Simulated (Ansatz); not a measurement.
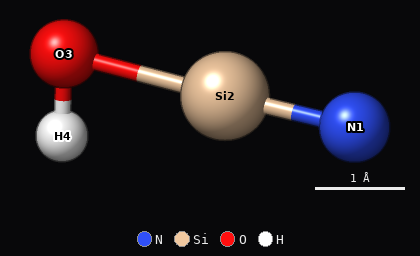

The structure (ball-and-stick view, seen at a tilt; atoms are numbered from 1 in the order of the input).

# What a change does: single-point calculation on SiNHO

System: SiNHO, SMILES N#[Si]O.
Method of run A: RKS PBE0-D4/def2-TZVP (Ansatz 0.2.0).

Text and figures count atoms from 1; the logs count them from 0 in places.

**Input file, run A**
```yaml
crystal:
  periodic: [false, false, false]
  atoms:
    - { symbol: "N", position_ang: [-1.958328, 0.629103, 0.481542] }
    - { symbol: Si, position_ang: [-0.496421, 0.136391, 0.260748] }
    - { symbol: O, position_ang: [1.328184, -0.485039, 0.024091] }
    - { symbol: H, position_ang: [1.146356, -0.266252, -0.894739] }
basis:
  gaussian: { orbitals: def2-TZVP }
hamiltonian:
  xc: pbe0
  dispersion: d4
output:
  forces: true
```

Launched with:
```bash
ansatz run input.yaml --threads 1 --pin off --max-ram 2560MiB --backend cpu --events-out ev --progress --plain --runs-dir out
```

Hardware: 1 thread of Arm Neoverse N1, 24 GiB of memory available, shared host.

**Output (run A)**
```
Engine: ansatz 0.2.0, aarch64-unknown-linux-gnu
Functional definition: PBE0
  parameter a = 0.25
  parameter kappa = 0.804
  parameter beta = 0.06672455060314922
  exchange = (1 - a)*pbe_x(kappa = kappa, mu = beta*pi^2/3) + a*exact_x
  correlation = pbe_c(beta = beta)
618 factors; their error is unknown
mean field evaluation 1: about -11404.8245 eV, gradient 8.8e1 eV
mean field evaluation 2: about -11302.2531 eV, gradient 1.6e2 eV
mean field evaluation 4: about -11420.0248 eV, gradient 2.2e1 eV
mean field evaluation 8: about -11421.4551 eV, gradient 2.4e-1 eV
mean field evaluation 16: about -11421.4933 eV, gradient 3.6e-4 eV
mean field -11421.49328920 eV, -419.7321366118 hartree, gradient 3.5e-5 eV, S^2 0.000000; 0 other end points of the search recorded, 0 dependent functions left out
the calculation of the forces begins
reference -11421.49331131 eV, -419.7321374244 hartree; 15, 15 occupied and 90, 90 virtual orbitals, 618 factors
Total energy: -11421.54222414 eV, -419.7339349376 hartree
Atom 0 at    -1.958328     0.629103     0.481542 Å, force     0.023374     0.000020    -0.050982 eV/Å
Atom 1 at    -0.496421     0.136391     0.260748 Å, force     3.501006    -1.323127     0.331411 eV/Å
Atom 2 at     1.328184    -0.485039     0.024091 Å, force    -4.694130     1.562242     0.828145 eV/Å
Atom 3 at     1.146356    -0.266252    -0.894739 Å, force     1.169750    -0.239135    -1.108573 eV/Å
Dipole moment:     0.548359    -0.144659    -0.324083 e Å
```

For run B the input was changed thus:
```diff
-    - { symbol: O, position_ang: [1.328184, -0.485039, 0.024091] }
-    - { symbol: H, position_ang: [1.146356, -0.266252, -0.894739] }
+    - { symbol: O, position_ang: [1.177856, -0.43384, 0.043589] }
+    - { symbol: H, position_ang: [2.002223, -0.658914, -0.397931] }
```

What does this change do to the results?

With the same method and basis, run B lies 9.9 kcal/mol lower. The largest force goes from 5.016 to 4.952 eV/Å.

**Output (run B)**
```
Engine: ansatz 0.2.0, aarch64-unknown-linux-gnu
Functional definition: PBE0
  parameter a = 0.25
  parameter kappa = 0.804
  parameter beta = 0.06672455060314922
  exchange = (1 - a)*pbe_x(kappa = kappa, mu = beta*pi^2/3) + a*exact_x
  correlation = pbe_c(beta = beta)
618 factors; their error is unknown
mean field evaluation 1: about -11405.2076 eV, gradient 8.9e1 eV
mean field evaluation 2: about -11311.7908 eV, gradient 1.6e2 eV
mean field evaluation 4: about -11420.3057 eV, gradient 2.3e1 eV
mean field evaluation 8: about -11421.8790 eV, gradient 2.5e-1 eV
mean field evaluation 16: about -11421.9211 eV, gradient 3.7e-4 eV
mean field -11421.92108571 eV, -419.7478578438 hartree, gradient 3.9e-5 eV, S^2 0.000000; 0 other end points of the search recorded, 0 dependent functions left out
the calculation of the forces begins
reference -11421.92110776 eV, -419.7478586538 hartree; 15, 15 occupied and 90, 90 virtual orbitals, 618 factors
Total energy: -11421.97032304 eV, -419.7496672821 hartree
Atom 0 at    -1.958328     0.629103     0.481542 Å, force    -0.018765     0.002854     0.023682 eV/Å
Atom 1 at    -0.496421     0.136391     0.260748 Å, force     4.617216    -1.513169    -0.955618 eV/Å
Atom 2 at     1.177856    -0.433840     0.043589 Å, force    -3.989305     1.236739     1.250115 eV/Å
Atom 3 at     2.002223    -0.658914    -0.397931 Å, force    -0.609146     0.273575    -0.318179 eV/Å
Dipole moment:     0.938697    -0.293054    -0.281872 e Å
```

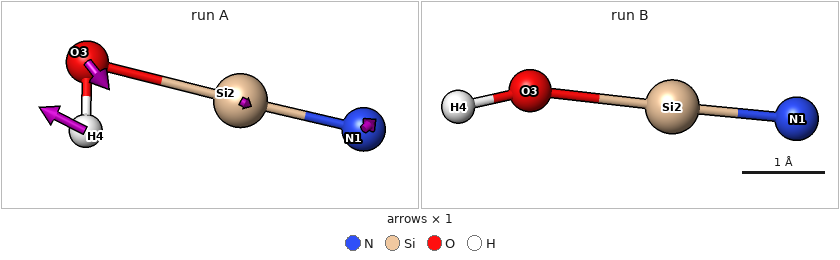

The two input geometries at one scale (ball-and-stick view, seen at a tilt). The pink arrows on the first give the shifts of the atoms after the best rigid fit, at true length. H4 moves most after the best rigid fit: 0.65 Å. By element the largest moves are H 0.65 Å, O 0.46 Å, N 0.23 Å, Si 0.16 Å. Among the contacts that change: Si2–O3 1.942 → 1.782 Å.

**The two runs side by side**

```csv
quantity,run A,run B
outcome,converged,converged
total energy (hartree),−419.733935,−419.749667
largest force (eV/Å),5.016,4.952
basis functions,105,105
wall time (shared host),2.9 s,2.9 s
```
